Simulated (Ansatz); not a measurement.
FH3NOSi (charge −1)

Input

```
crystal:
  periodic: [false, false, false]
  atoms:
    - {symbol: F, position_ang: [-1.407180, 1.136933, -0.502839]}
    - {symbol: N, position_ang: [-0.781004, -0.321674, 1.905015]}
    - {symbol: O, position_ang: [-0.531827, -1.370630, -0.595770]}
    - {symbol: Si, position_ang: [-0.416119, 0.053278, 0.346241]}
    - {symbol: H, position_ang: [0.909296, 0.639026, -0.075161]}
    - {symbol: H, position_ang: [-0.887763, -2.050957, -0.010455]}
    - {symbol: H, position_ang: [-0.796623, 0.391894, 2.627029]}
basis:
  gaussian:
    orbitals: def2-TZVPD
total_charge: -1
hamiltonian:
  xc: pbe0
output: {forces: true, orbitals: {seedname: orbitals}}
```

Launched as:

```sh
ansatz run input.yaml --threads 2 --pin off --max-ram 4350MiB --events-out events.jsonl --progress --plain --runs-dir runs
```

Geometry: B3LYP-D3(BJ)/def2-SVPD.

Theory: Ansatz, isolated molecule in a Gaussian basis; Kohn-Sham density functional theory, functional PBE0.

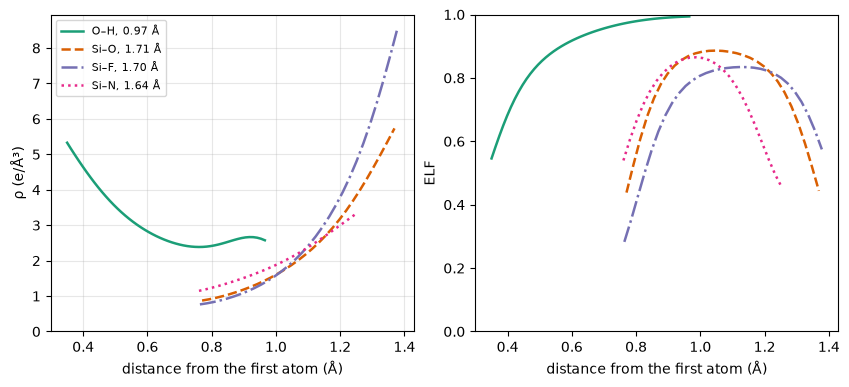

Figure 1. Total electron density and ELF along straight lines between neighbouring atoms. The curves leave out the atomic cores.

Question: Compare the contacts.

Answer: O–H (0.97 Å): ρ is about 3.7 e/Å³ halfway; the ELF climbs to about 1 towards the hydrogen, as it does in any bond to H; an ordinary covalent bond to hydrogen.
Si–O (1.71 Å): the density is about 1.1 e/Å³ at the midpoint; the ELF peaks at about 0.90 between the atoms: a shared but strongly polarised pair.
Si–F (1.70 Å): ρ is about 0.93 e/Å³ halfway; the ELF peaks at about 0.85 in the valence shell of F, 0.6 Å from its nucleus, and is about 0.55 at the midpoint.
Si–N (1.64 Å): the density is about 1.3 e/Å³ at the midpoint; the ELF peaks at about 0.85 between the atoms, as expected for a short, strongly polar bond.

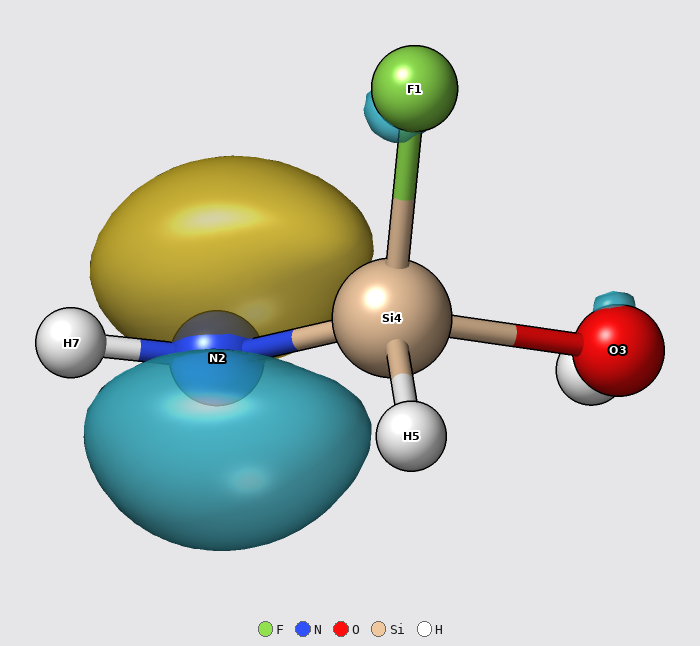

Figure 2. The HOMO at ±0.2 Å⁻³ᐟ² (yellow and cyan are the two phases), seen from one side.

Question: Where does this orbital lie, and at what energy?

Answer: By Hirshfeld shares it lies mainly on N2 (about 70 %), Si4 (about 20 %) and H7 (about 5 %). Its energy is −0.95 eV.
